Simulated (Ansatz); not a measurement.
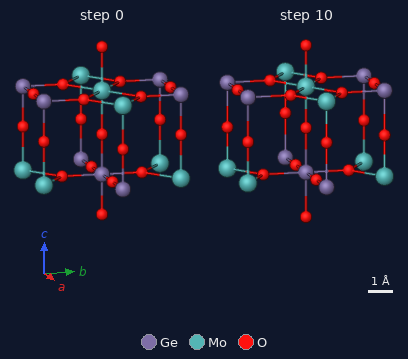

The structure of solid GeMoO$_{5}$ (built on the AlCrF5-71 type type) before (left) and after (right) a relaxation, at one scale.

Style: ball-and-stick. Shown: the atoms within 4.2 Å of the atom that moves most (axes of the conventional cell (2 times the calculation's cell)), from a free direction. Lengths and directions refer to the drawn axes.

Theory: Ansatz, DFT, PBEsol, plane waves, PAW. (plane-wave cutoff 420 eV; k-point mesh 8 × 8 × 8; occupations fermi dirac; smearing width 0.03 eV; no spin polarisation; cell and atoms relaxed; force threshold 0.01 eV/Å; at most 120 steps)

Question: Summarise the run.

Answer: After 8 accepted moves (10 points after the start) the energy has fallen by 226 meV per atom. Largest force component: 6.4 eV/Å at the start, 0.005 eV/Å at the end. Pressure: 1.36 GPa at the start and −0.03 GPa at the end. The SCF was repeated twice at an unchanged geometry on a basis and grid sized afresh for the cell, which shifted the energy by 0.6 meV per atom at most. The largest moves relative to the cell, 0.15 Å, are those of O atoms. Mo and Ge stay in place. The drawn cell changes as follows: a 3.521 → 3.461 Å (−1.7 %), b 6.056 → 6.037 Å (−0.3 %), c 7.295 → 7.466 Å (+2.3 %); the volume changes by +0.3 %. Some distances before and after: Ge–O 1.747 → 1.939 Å, Ge–O 1.767 → 1.888 Å, Mo–O 1.901 → 1.794 Å, Mo–O 2.165 → 2.067 Å. Among the angles between lasting bonds that change: O–Mo–O 108.8° → 113.7°, Mo–O–Mo 108.8° → 113.7°, O–Mo–O 71.2° → 66.3°. The space group stays Immm (No. 71). Cost: 45 s on 4 threads of Arm Neoverse V1, on a shared host, peak memory 0.56 GiB.
